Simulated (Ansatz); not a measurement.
**FH7NSiSn (SMILES F[SiH2][NH2+][SnH3]) (charge +1): density, localisation and related maps**

The calculation's input:

```
crystal:
  periodic: [false, false, false]
  atoms:
    - {symbol: F, position_ang: [-0.542786, -0.981827, 2.350267]}
    - {symbol: "N", position_ang: [-0.937402, 1.021882, 0.650423]}
    - {symbol: Si, position_ang: [-0.997012, -0.806378, 0.809383]}
    - {symbol: Sn, position_ang: [0.240310, 2.030034, 2.309857]}
    - {symbol: H, position_ang: [0.030200, -1.333222, -0.107881]}
    - {symbol: H, position_ang: [-2.393277, -1.240208, 0.621815]}
    - {symbol: H, position_ang: [-1.878203, 1.432464, 0.660787]}
    - {symbol: H, position_ang: [-0.524153, 1.311197, -0.243619]}
    - {symbol: H, position_ang: [1.667489, 1.124630, 2.238893]}
    - {symbol: H, position_ang: [-0.818088, 1.796066, 3.606927]}
    - {symbol: H, position_ang: [0.287755, 3.582031, 1.624240]}
basis:
  gaussian:
    orbitals: def2-TZVPD
total_charge: 1
hamiltonian:
  xc: pbe0
output: {forces: true, orbitals: {seedname: orbitals}}
```

Command:

```sh
ansatz run input.yaml --threads 2 --pin off --max-ram 4350MiB --events-out events.jsonl --progress --plain --runs-dir runs
```

Geometry: PBE0-D3(BJ)/def2-SVP; core potentials replace the inner electrons of Sn.

Theory: isolated molecule in a Gaussian basis; Kohn-Sham density functional theory, functional PBE0 in Ansatz 0.2.0.

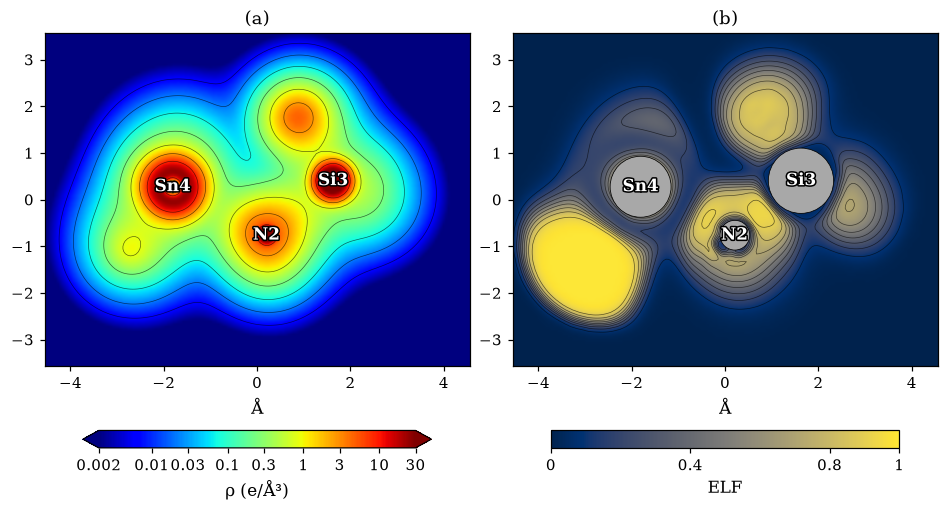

Figure 1. (a) electron density; (b) electron localisation function on the plane of atoms Si3, N2 and Sn4. Grey discs cover the atomic cores in the ELF map.

**Read the bonding off the picture.**

The plane passes through N, Si and Sn nuclei. Si–N (1.84 Å): the density is about 0.93 e/Å³ at the midpoint; the ELF peaks at about 0.95 between the atoms: a polar covalent bond. Sn–N (2.27 Å): ρ is about 0.47 e/Å³ halfway; the ELF peaks at about 0.90 in the valence shell of N, 0.7 Å from its nucleus, and drops to about 0.15 between the two atoms. The ELF also peaks beside F1, away from the bonds: lone-pair regions.

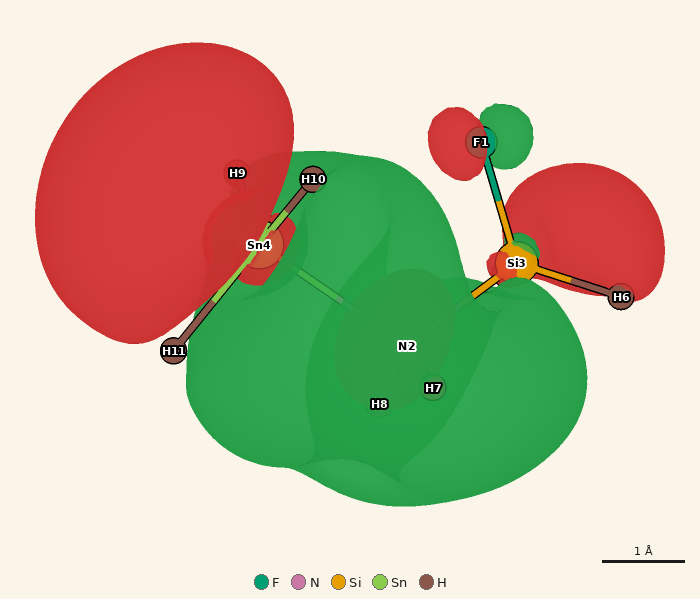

Figure 2. One frontier orbital at ±0.06 Å⁻³ᐟ² (green and red are the two phases), seen at a tilt.

**Which orbital is it: HOMO or LUMO?**

The LUMO, at −5.83 eV. By Hirshfeld shares it lies mainly on Sn4 (about 55 %), N2 (about 10 %) and Si3 (about 10 %).
